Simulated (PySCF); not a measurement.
# C₄H₁₁FGe: what the fields show

```xyz
17

C     2.3311   -0.1182   -0.4286
C     1.1581   -0.7821    0.2805
Ge   -0.6187   -0.1877   -0.3939
C    -2.1050   -1.0310    0.6005
C    -0.7778    1.8016   -0.1971
F    -0.6291    2.1062    1.1423
H     2.2897   -0.3082   -1.4999
H     3.2778   -0.4997   -0.0490
H     2.3127    0.9584   -0.2715
H     1.2026   -0.5633    1.3487
H     1.2281   -1.8662    0.1763
H    -0.7457   -0.4682   -1.8822
H    -3.0659   -0.7120    0.2067
H    -2.0537   -2.1146    0.5423
H    -2.0529   -0.7414    1.6469
H    -1.7547    2.1842   -0.4992
H    -0.0037    2.3543   -0.7326
```

Geometry: GFN2-xTB.

Method: PySCF, PBE0/def2-SVPD, SCF density, gas phase.

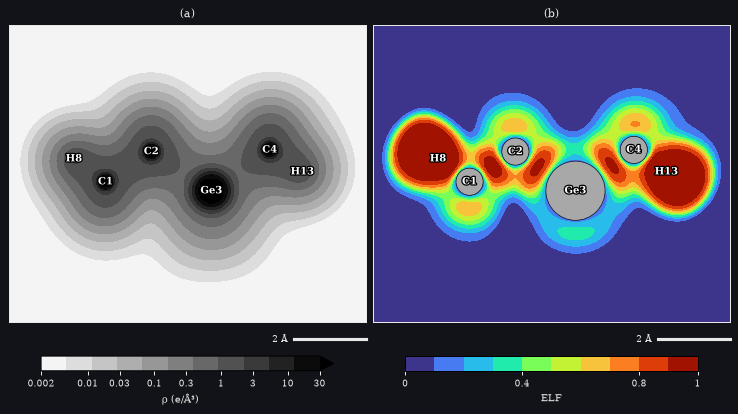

Figure 1. (a) total electron density; (b) electron localisation function on the plane of atoms C1, C2 and Ge3. Grey discs cover the atomic cores in the ELF map.

### Read the bonding off the picture.

The section cuts through C, Ge and H sites. C–C (1.52 Å): ρ at the midpoint is about 1.6 e/Å³; the ELF peaks at about 0.95 between the atoms, as expected for a covalent bond. C–Ge (1.98 Å): the density is about 0.85 e/Å³ at the midpoint; the ELF peaks at about 0.95 in the valence shell of C, 0.7 Å from its nucleus, and is about 0.70 at the midpoint. C–H (1.09 Å): the density is about 1.9 e/Å³ at the midpoint; the ELF climbs to about 1 towards the hydrogen, as it does in any bond to H; an ordinary covalent bond to hydrogen.

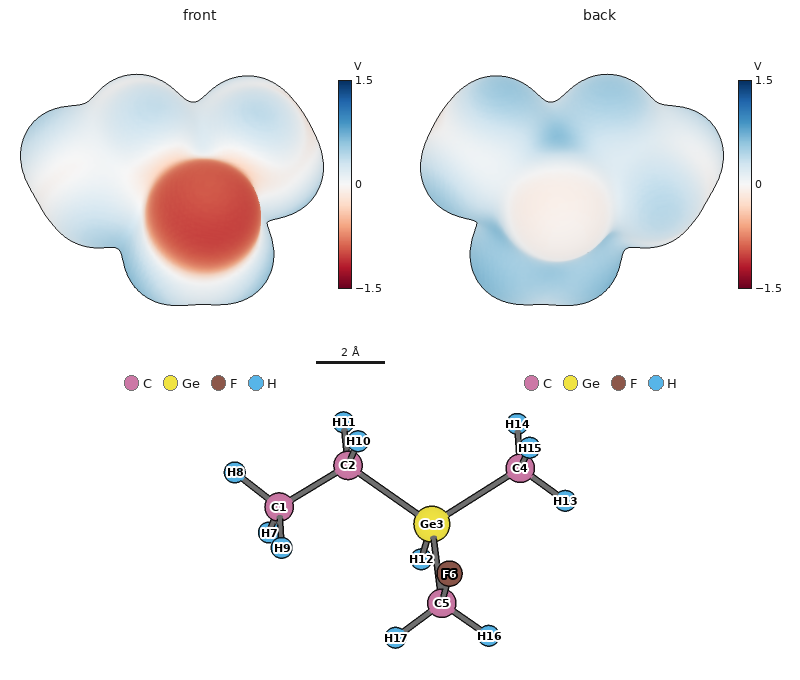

Figure 2. The molecular electrostatic potential painted on the density surface at 0.001 e/bohr³, seen from the front and from behind; the colour scale runs from red (negative) to blue (positive). The bare structure is drawn below in the same view.

### Describe the electrostatic potential map.

The most negative region (about −1.0 V) lies over F6, the most positive (about +0.6 V) over Ge3, H16 and H17.

### How polar is the molecule by this calculation?

Its dipole moment is 1.29 D.
